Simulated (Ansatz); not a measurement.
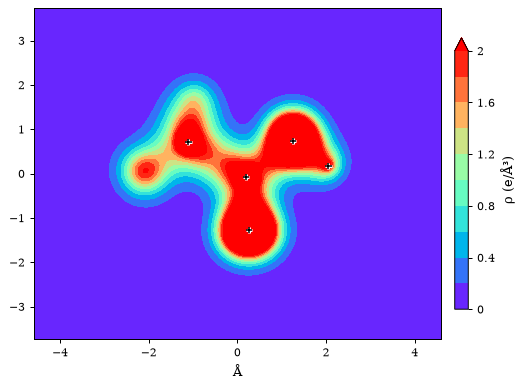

The electron density on a plane through atoms (crosses mark nuclei in the plane).

Method: isolated molecule in a Gaussian basis; Kohn-Sham density functional theory, functional PBE0 (Ansatz 0.2.0).

Candidates:
A. C$_{3}$H$_{5}$FO$_{2}$S (SMILES CS[C@H](F)C(=O)O)
B. C$_{2}$H$_{8}$Ge (SMILES C[CH2][GeH3])
C. C$_{2}$H$_{3}$F$_{3}$ (SMILES FCC(F)F)

Which system is this?

Candidate A: C$_{3}$H$_{5}$FO$_{2}$S on the plane of atoms C3, O6 and H12, which holds C, O and H. C–O (1.20 Å): the density is about 3.4 e/Å³ at the midpoint. C–C (1.52 Å): ρ is about 1.8 e/Å³ halfway.
